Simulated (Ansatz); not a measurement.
# One shape, several levels: doublet PH2F+

Aim: a comparison of 6 runs (UHF/STO-3G, UCAM-B3LYP/STO-3G, UPBE/STO-3G, UPBE0/STO-3G, RPA@PBE/STO-3G, UCCSDT(Q)/STO-3G) of doublet PH2F+. 

Program for the calculation: Ansatz 0.2.0.

50 further runs of the same task are left out: 50 set aside as unsound or not needed.

## Step 1: Starting point

PH2F+ has 4 atoms, charge +1, and is taken as a doublet. SMILES of the parent species: `FP`. The coordinates come from a GFN2-xTB relaxation. That shape belongs to the parent species and isn't relaxed for this state.

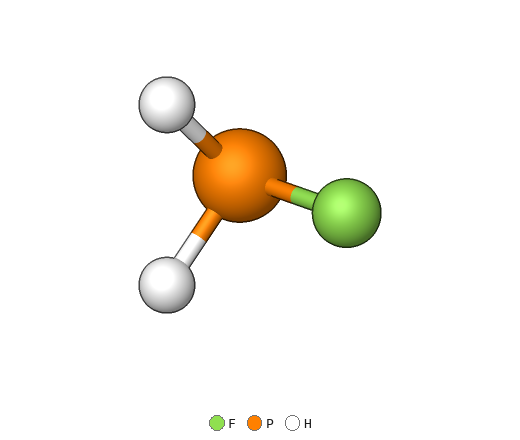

Viewed from a chosen angle; fluorine green, phosphorus orange, hydrogen white.

## Step 2: A single-point energy at UHF/STO-3G (run 1)

molecule.yaml reads:

```yaml
crystal:
  periodic: [false, false, false]
  atoms:
    - {symbol: F, position_ang: [1.160540, 0.668850, -0.222660]}
    - {symbol: P, position_ang: [-0.072030, -0.369080, -0.479670]}
    - {symbol: H, position_ang: [-1.053910, 0.574260, -0.129560]}
    - {symbol: H, position_ang: [-0.034600, -0.874030, 0.831900]}
basis:
  gaussian: {orbitals: STO-3G}
total_charge: 1
magnetization: {spin_polarized: true, initial_magnetization: 1}
hamiltonian: {xc: hf}
accuracy: high
```

Command:

```bash
$ ansatz run molecule.yaml --threads 1 --pin off --max-ram 2610MiB --events-out events.jsonl --progress --plain --runs-dir runs
```

Standard output:

```text
Warning: RAYON_NUM_THREADS=1 ignored (pool sized by the plan → 1); use --threads N
Functional definition: HF
  name "HF"
  exchange = exact_x
  correlation = 0
268 factors; integrals over basis functions are off by at most 1.5e-8 eV
mean field evaluation 1: about -11854.3569 eV, gradient 1.9e1 eV
mean field evaluation 2: about -11854.4055 eV, gradient 1.9e1 eV
mean field evaluation 4: about -11858.7007 eV, gradient 1.8e0 eV
mean field evaluation 8: about -11858.8640 eV, gradient 2.4e-1 eV
mean field evaluation 16: about -11858.8708 eV, gradient 2.4e-7 eV
mean field evaluation 32: about -11858.6355 eV, gradient 1.6e0 eV
mean field evaluation 64: about -11857.7080 eV, gradient 5.4e0 eV
mean field evaluation 96: about -11858.8708 eV, gradient 1.0e-3 eV
mean field -11858.87084702 eV, -435.8054653967 hartree, gradient 1.6e-8 eV, S^2 0.789069; 2 other end points of the search recorded, 0 dependent functions left out
reference -11858.87084702 eV, -435.8054653967 hartree; 13, 12 occupied and 3, 4 virtual orbitals, 268 factors
Total energy: -11858.87084702 eV, -435.8054653967 hartree
```

Run time: 0.12 s. Hardware: 1 thread of Arm Neoverse V2, shared host.

## Step 3: A single-point energy at UCAM-B3LYP/STO-3G (run 2)

job.yaml reads:

```yaml
crystal:
  periodic: [false, false, false]
  atoms:
    - {symbol: F, position_ang: [1.160540, 0.668850, -0.222660]}
    - {symbol: P, position_ang: [-0.072030, -0.369080, -0.479670]}
    - {symbol: H, position_ang: [-1.053910, 0.574260, -0.129560]}
    - {symbol: H, position_ang: [-0.034600, -0.874030, 0.831900]}
basis:
  gaussian:
    orbitals: STO-3G
total_charge: 1
magnetization:
  spin_polarized: true
  initial_magnetization: 1
hamiltonian:
  xc: {name: CAM-B3LYP}
accuracy: high
```

Command:

```bash
$ ansatz run job.yaml --threads 1 --pin off --max-ram 2610MiB --events-out events.jsonl --progress --plain --runs-dir runs
```

Standard output:

```text
Warning: RAYON_NUM_THREADS=1 ignored (pool sized by the plan → 1); use --threads N
Functional definition: CAM-B3LYP
  name "CAM-B3LYP"
  parameter alpha = 0.19
  parameter beta = 0.46
  parameter omega = 0.33/bohr
  parameter ac = 0.81
  exchange = (1 - alpha - beta)*b88_x + beta*b88_x_sr(omega) + alpha*exact_x + beta*exact_x_lr(omega)
  correlation = (1 - ac)*vwn5_c + ac*lyp_c
268 factors; integrals over basis functions are off by at most 1.5e-8 eV
123 factors; integrals over basis functions are off by at most 1.5e-9 eV
mean field evaluation 1: about -11877.2925 eV, gradient 2.3e1 eV
mean field evaluation 2: about -11863.6928 eV, gradient 5.6e1 eV
mean field evaluation 4: about -11883.1305 eV, gradient 1.9e0 eV
mean field evaluation 8: about -11883.1475 eV, gradient 2.1e-2 eV
mean field evaluation 16: about -11883.1475 eV, gradient 8.5e-6 eV
mean field -11883.14753299 eV, -436.6976171506 hartree, gradient 3.9e-8 eV, S^2 0.753324; 2 other end points of the search recorded, 0 dependent functions left out
reference -11883.14754325 eV, -436.6976175277 hartree; 13, 12 occupied and 3, 4 virtual orbitals, 268 factors
Total energy: -11883.14754325 eV, -436.6976175277 hartree
```

It took 1.4 s on 1 thread of Arm Neoverse V2, shared host; peak memory 0.11 GiB.

Runs 3 to 4 aren't shown in full; the table further down has their settings and results.

## Step 4: The energy at RPA@PBE/STO-3G (run 5)

molecule.yaml, as its differences from that of step 2:

```diff
@@ -1 +1,3 @@
+basis:
+  gaussian: {orbitals: STO-3G}
 crystal:
@@ -7,7 +9,6 @@
     - {symbol: H, position_ang: [-0.034600, -0.874030, 0.831900]}
-basis:
-  gaussian: {orbitals: STO-3G}
 total_charge: 1
 magnetization: {spin_polarized: true, initial_magnetization: 1}
-hamiltonian: {xc: hf}
+hamiltonian: {xc: {name: PBE}}
+correlation: {method: rpa, frozen_orbitals: {F: 1, H: 0, P: 5}}
 accuracy: high
```

Command:

```bash
$ ansatz run molecule.yaml --threads 1 --pin off --max-ram 2610MiB --events-out events.jsonl --progress --plain --runs-dir runs
```

Standard output:

```text
Warning: RAYON_NUM_THREADS=1 ignored (pool sized by the plan → 1); use --threads N
Functional definition: PBE
  name "PBE"
  parameter kappa = 0.804
  parameter beta = 0.06672455060314922
  exchange = pbe_x(kappa = kappa, mu = beta*pi^2/3)
  correlation = pbe_c(beta = beta)
268 factors; integrals over basis functions are off by at most 1.5e-8 eV
mean field evaluation 1: about -11871.0896 eV, gradient 2.4e1 eV
mean field evaluation 2: about -11871.0658 eV, gradient 2.4e1 eV
mean field evaluation 4: about -11866.9480 eV, gradient 3.8e1 eV
mean field evaluation 8: about -11877.6319 eV, gradient 1.6e-1 eV
mean field evaluation 16: about -11877.6300 eV, gradient 5.9e-6 eV
mean field evaluation 32: about -11846.7129 eV, gradient 2.1e1 eV
mean field -11877.63002612 eV, -436.4948525130 hartree, gradient 7.5e-8 eV, S^2 0.750391; 3 other end points of the search recorded, 0 dependent functions left out
6 core orbitals not correlated: weight in the atoms' cores, before any rotation towards them, 1.000 or more for the frozen orbitals, at most 0.000 for the correlated occupied ones
reference -11858.25754865 eV, -435.7829270973 hartree; 7, 6 occupied and 3, 4 virtual orbitals, 268 factors
Total energy: -11863.27528123 eV, -435.9673253685 hartree
```

It took 1.8 s on 1 thread of Arm Neoverse V2, shared host; peak memory 0.12 GiB.

## Step 5: A single-point energy at UCCSDT(Q)/STO-3G (run 6)

in.yaml reads:

```yaml
crystal:
  periodic: [false, false, false]
  atoms:
    - {symbol: F, position_ang: [1.160540, 0.668850, -0.222660]}
    - {symbol: P, position_ang: [-0.072030, -0.369080, -0.479670]}
    - {symbol: H, position_ang: [-1.053910, 0.574260, -0.129560]}
    - {symbol: H, position_ang: [-0.034600, -0.874030, 0.831900]}
basis:
  gaussian:
    orbitals: STO-3G
total_charge: 1
magnetization:
  spin_polarized: true
  initial_magnetization: 1
correlation:
  method: ccsdt_q
  frozen_orbitals: {F: 1, H: 0, P: 5}
accuracy: high
scf:
  omitted_lower_state_checks: [cluster_reference, increment]
```

Command:

```bash
$ ansatz run in.yaml --threads 1 --pin off --max-ram 2610MiB --events-out events.jsonl --progress --plain --runs-dir runs
```

Standard output:

```text
Warning: RAYON_NUM_THREADS=1 ignored (pool sized by the plan → 1); use --threads N
[... 14 lines left out ...]
6 core orbitals not correlated: weight in the atoms' cores, before any rotation towards them, 1.000 or more for the frozen orbitals, at most 0.000 for the correlated occupied ones
[... 39 lines left out ...]
Total energy: -11861.58354753 eV, -435.9051553016 hartree
Checks for a lower state left out: cluster_reference, increment
```

Wall time 0.6 s (1 thread of Arm Neoverse V2, shared host).

## Step 6: Overview of the runs

| run | level | frozen core orbitals | energy (Eh) | ⟨S²⟩ | wall time |
| --- | --- | --- | --- | --- | --- |
| 1 | UHF/STO-3G | – | -435.805465 | 0.789 | 0.12 s |
| 2 | UCAM-B3LYP/STO-3G | – | -436.697618 | 0.753 | 1.4 s |
| 3 | UPBE/STO-3G | – | -436.494853 | 0.750 | 1.2 s |
| 4 | UPBE0/STO-3G | – | -436.551364 | 0.753 | 1.1 s |
| 5 | RPA@PBE/STO-3G | 6 | -435.967325 | 0.750 | 1.8 s |
| 6 | UCCSDT(Q)/STO-3G | 6 | -435.905155 | 0.789 | 0.6 s |

## Step 7: Outcome

| quantity | value |
| --- | --- |
| run 6: total energy | -435.90516 Eh |
| run 6: correlation energy (6 core orbitals frozen) | -99.7 mEh |
| run 6: ⟨S²⟩ of the reference determinant | 0.789 |
| run 6: T1 diagnostic | 0.039 |

Totals of different functionals can't be ranked against each other. In runs 1, 2, 3, 4, 5, 6 the basis is minimal, so the values are rough. All runs together took 6.2 s, the longest 1.8 s.
